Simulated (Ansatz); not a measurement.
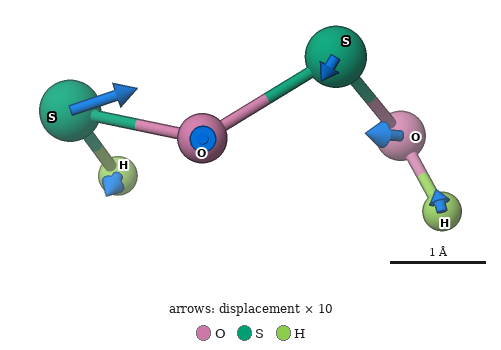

A relaxation of H2S2O2. The starting structure is drawn; blue arrows show the displacements, magnified 10 times. The two geometries are superimposed by the best rigid fit.

Style: ball-and-stick. Shown from a free direction.

It is one of the separated reactants of a reaction.

Level of theory: RKS PBE0-D4/def2-TZVP in Ansatz 0.2.0. Set-up: force threshold 0.005 eV/Å; at most 200 steps.

Atoms of which element are displaced furthest, and by how much?

Sulfur: up to 0.076 Å, against 0.049 Å for oxygen.

What did the optimiser do to the structure, and how much energy did it gain?

The energy falls by 0.118 eV in 6 geometry steps. The largest force component goes from 1.4 to 0.0019 eV/Å. The atom that moves furthest after the best rigid fit is an S atom (0.076 Å). Largest moves by element: S 0.076 Å, O 0.049 Å, H 0.033 Å. Near-neighbour distances that change, for instance: O–S 1.762 → 1.689 Å, O–S 1.678 → 1.630 Å, H–S 1.369 → 1.347 Å, H–O 0.982 → 0.966 Å.
